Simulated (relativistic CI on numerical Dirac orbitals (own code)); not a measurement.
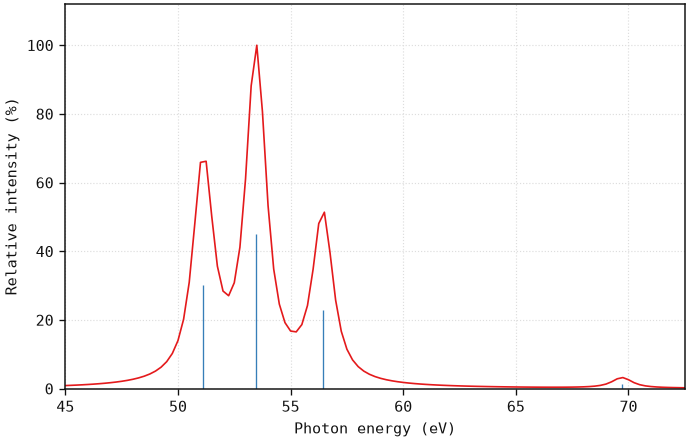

Fig. 1: O₂,₃ X-ray absorption of Pt²⁺, [Xe] 4f¹⁴ 5d⁸, in no crystal field (free ion). Sticks are the strongest transitions, on a scale of their own. Multiplet model: relativistic Dirac–Coulomb–Breit theory, one configuration a step, Slater integrals scaled by 0.8, 300 K, Voigt broadening (Lorentzian 1 eV, Gaussian 0.3 eV full widths), computed with a radial Dirac CI code. The main maxima lie at 51.1 eV (66), 53.5 eV (100) and 56.4 eV (51), heights in % of the largest; the centroid is at 53.7 eV. The ground state has S = 0.97.

**Run report: Pt²⁺, relativistic CI calculation**

Pt²⁺. Computed at this level: Dirac-Coulomb-Breit CI, KLI orbitals optimised for each configuration, model QED (radiative potential, 1s self-energy scaled to tabulated hydrogen-like ionisation energies), valence Slater integrals scaled by 0.8, multiplet model of core-to-valence dipole absorption (relativistic CI on numerical Dirac orbitals, in-house).

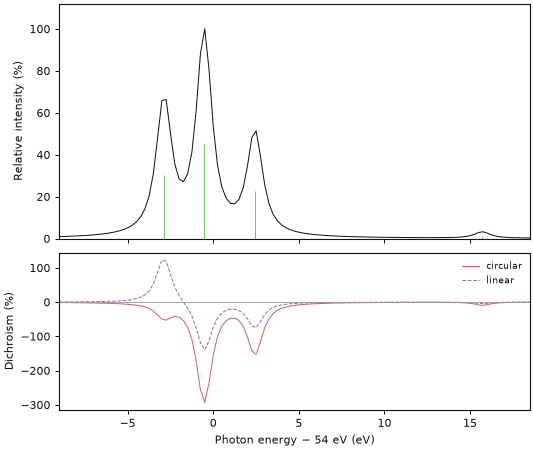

Fig. 2: O₂,₃ X-ray absorption of Pt²⁺ (platinum, Z = 78), [Xe] 4f¹⁴ 5d⁸, in no crystal field (free ion). Dichroism is for the ground state at zero temperature, magnetised by an exchange field of 10 meV on Sz (linear: z less the mean of x and y). The ground state has S = 0.97. The circular dichroism (Δm = −1 less Δm = +1) is largest at 53.5 eV, −293 % of the isotropic maximum. The magnetised ground state has ⟨Lz⟩ = −3.04 and ⟨Sz⟩ = −0.96.

Input and output of the run follow.

### Input
```
atom Pt  Z=78  charge=2  electrons=76
nucleus A=195  rms_radius_fm=5.4270
hamiltonian dirac-coulomb  breit=on  qed=on  c_scale=1
orbitals kli  potential=per-configuration
slater_scale 0.8
correlation none
mixing on
configurations
  [Xe] 4f14 5d8
  [Kr] 4d10 4f14 5s2 5p5 5d9
end
absorption O2,3 T=300 lorentz=1 gauss=0.3
crystal_field free
```

The program writes its results to a structured record and prints no log; tables and figures of this report are taken from that record.

### Summary

| quantity | value |
| --- | --- |
| outcome | converged |
| hardware | 1 CPU thread, shared host |

### Remarks

Caveats: free-ion energies, so absolute edge positions are off by a few eV from solids; core and valence shell share one n, so the strongest features autoionise and are far broader and can lie several eV off in experiment.
